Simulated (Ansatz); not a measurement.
# AlCNClOF (SMILES O=C=[N][Al]([F])[Cl]): wB97M-V/cc-pVDZ

What is the vertical ionisation energy of AlCNClOF at wB97M-V/cc-pVDZ? 

Program for the calculation: Ansatz 0.2.0.

140 further runs of the same task are left out: 2 that didn't finish, 138 set aside as unsound or not needed. Runs told in other sessions of the task aren't counted.

### 1 The structure to begin with

The species is AlCNClOF (6 atoms), meant as a singlet with charge 0. As SMILES, `O=C=[N][Al]([F])[Cl]`. Geometry: relaxed at PBE0-D4/def2-TZVP. This is one conformer, not always the lowest.

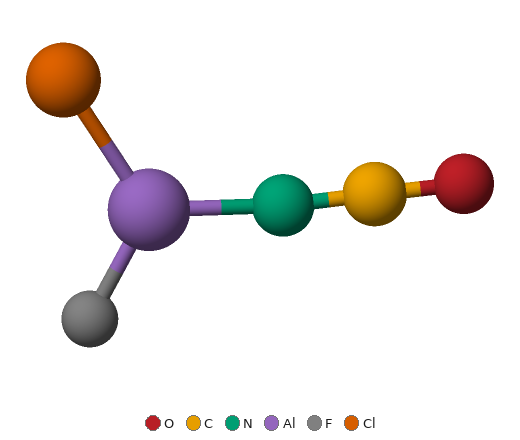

The structure, seen from a chosen angle (oxygen red, carbon amber, nitrogen teal, aluminium purple, fluorine grey, chlorine orange).

### 2 A single-point energy at wB97M-V/cc-pVDZ

File in.yaml:

```yaml
crystal:
  periodic: [false, false, false]
  atoms:
    - {symbol: O, position_ang: [-1.726000, -0.301300, 2.353900]}
    - {symbol: C, position_ang: [-1.034500, -0.244700, 1.421600]}
    - {symbol: "N", position_ang: [-0.321400, -0.196300, 0.461800]}
    - {symbol: Al, position_ang: [0.694800, 0.033100, -0.933400]}
    - {symbol: F, position_ang: [1.379200, -1.268200, -1.642400]}
    - {symbol: Cl, position_ang: [1.050000, 1.913400, -1.707800]}
basis:
  gaussian:
    orbitals: cc-pVDZ
total_charge: 0
hamiltonian:
  xc: {name: wB97M-V}
accuracy: high
output: {orbitals: {seedname: orbitals}}
```

The run is started by

```bash
$ ansatz run in.yaml --threads 1 --pin off --max-ram 3480MiB --events-out events.jsonl --progress --plain --runs-dir runs
```

The log of the run:

```text
Warning: RAYON_NUM_THREADS=1 ignored (pool sized by the plan → 1); use --threads N
Functional definition: wB97M-V
  name "wB97M-V"
  parameter omega = 0.3/bohr
  parameter cx = 0.15
  parameter cx01 = 1.007
  parameter cx10 = 0.259
  parameter css00 = 0.443
  parameter css04 = -1.437
  parameter css10 = -4.535
  parameter css20 = -3.390
  parameter css43 = 4.278
  parameter cos00 = 1.000
  parameter cos10 = 1.358
  parameter cos20 = 2.924
  parameter cos21 = -8.812
  parameter cos60 = -1.390
  parameter cos61 = 9.142
  parameter b = 6.0
  parameter c = 0.01
  gx(w, u) = 1 - cx + cx01*u + cx10*w
  gss(w, u) = css00 + css04*u^4 + css10*w + css20*w^2 + css43*w^4*u^3
  gos(w, u) = cos00 + cos10*w + (cos20 + cos21*u)*w^2 + (cos60 + cos61*u)*w^6
  exchange = spin_sum(e_x_unif_sr(omega)*gx(b97_w, b97_u_x)) + cx*exact_x_sr(omega) + exact_x_lr(omega)
  correlation = spin_sum(e_c_pw_mod_same_spin*gss(b97_w, b97_u_same))
      + integral(e_c_pw_mod_opposite_spin*gos(b97_w_opposite, b97_u_opposite)) + vv10(b, c)
1929 factors; integrals over basis functions are off by at most 3.1e-9 eV
375 factors; integrals over basis functions are off by at most 1.8e-9 eV
mean field evaluation 1: about -26407.7864 eV, gradient 5.5e1 eV
mean field evaluation 2: about -26407.9206 eV, gradient 5.9e1 eV
mean field evaluation 4: about -26413.2429 eV, gradient 2.3e0 eV
mean field evaluation 8: about -26413.3742 eV, gradient 2.4e-1 eV
mean field evaluation 16: about -26413.3743 eV, gradient 2.0e-4 eV
mean field -26413.37432792 eV, -970.6736029229 hartree, gradient 4.1e-8 eV, S^2 0.000000; 0 other end points of the search recorded, 0 dependent functions left out
reference -26413.37433265 eV, -970.6736030969 hartree; 30, 30 occupied and 62, 62 virtual orbitals, 1929 factors
Total energy: -26413.37433265 eV, -970.6736030969 hartree
```

Wall time 74 s (1 thread of Arm Neoverse V2, shared host); peak memory 0.63 GiB.

### 3 The doublet cation, same level

File job.yaml:

```yaml
crystal:
  periodic: [false, false, false]
  atoms:
    - {symbol: O, position_ang: [-1.726000, -0.301300, 2.353900]}
    - {symbol: C, position_ang: [-1.034500, -0.244700, 1.421600]}
    - {symbol: "N", position_ang: [-0.321400, -0.196300, 0.461800]}
    - {symbol: Al, position_ang: [0.694800, 0.033100, -0.933400]}
    - {symbol: F, position_ang: [1.379200, -1.268200, -1.642400]}
    - {symbol: Cl, position_ang: [1.050000, 1.913400, -1.707800]}
basis:
  gaussian: {orbitals: cc-pVDZ}
total_charge: 1
magnetization: {spin_polarized: true, initial_magnetization: 1}
hamiltonian: {xc: {name: wB97M-V}}
accuracy: high
output: {orbitals: {seedname: orbitals}}
```

The run is started by

```bash
$ ansatz run job.yaml --threads 1 --pin off --max-ram 3480MiB --events-out events.jsonl --progress --plain --runs-dir runs
```

The log of the run (excerpt; [...] marks lines left out):

```text
Warning: RAYON_NUM_THREADS=1 ignored (pool sized by the plan → 1); use --threads N
[... 2 set-up lines as earlier in the session ...]
[...]
  gx(w, u) = 1 - cx + cx01*u + cx10*w
  gss(w, u) = css00 + css04*u^4 + css10*w + css20*w^2 + css43*w^4*u^3
  gos(w, u) = cos00 + cos10*w + (cos20 + cos21*u)*w^2 + (cos60 + cos61*u)*w^6
[...]
      + integral(e_c_pw_mod_opposite_spin*gos(b97_w_opposite, b97_u_opposite)) + vv10(b, c)
1929 factors; integrals over basis functions are off by at most 3.1e-9 eV
375 factors; integrals over basis functions are off by at most 1.8e-9 eV
[...]
mean field -26401.88078628 eV, -970.2512230583 hartree, gradient 6.1e-8 eV, S^2 0.770185; 6 other end points of the search recorded, 0 dependent functions left out
reference -26401.88079086 eV, -970.2512232264 hartree; 30, 29 occupied and 62, 63 virtual orbitals, 1929 factors
Total energy: -26401.88079086 eV, -970.2512232264 hartree
```

Wall time 6.5 min (1 thread of Arm Neoverse V2, shared host); peak memory 1.2 GiB.

### 4 Summary of results

Level: wB97M-V/cc-pVDZ.

```
                                          quantity          value
                    singlet AlCNClOF: total energy  -970.67360 Eh
                     singlet AlCNClOF: HOMO energy      -11.20 eV
                     singlet AlCNClOF: LUMO energy        0.76 eV
                   singlet AlCNClOF: HOMO–LUMO gap       11.96 eV
                      doublet cation: total energy  -970.25122 Eh
doublet cation: HOMO energy (highest over α and β)      -16.67 eV
 doublet cation: LUMO energy (lowest over α and β)      -11.77 eV
                              doublet cation: ⟨S²⟩          0.770
vertical ionisation energy (to the doublet cation)      11.494 eV
```

In words: The vertical ionisation energy comes to 11.49 eV (1109 kJ/mol). −ε(HOMO) before ionisation, 11.20 eV, is 0.29 eV below this ionisation energy.
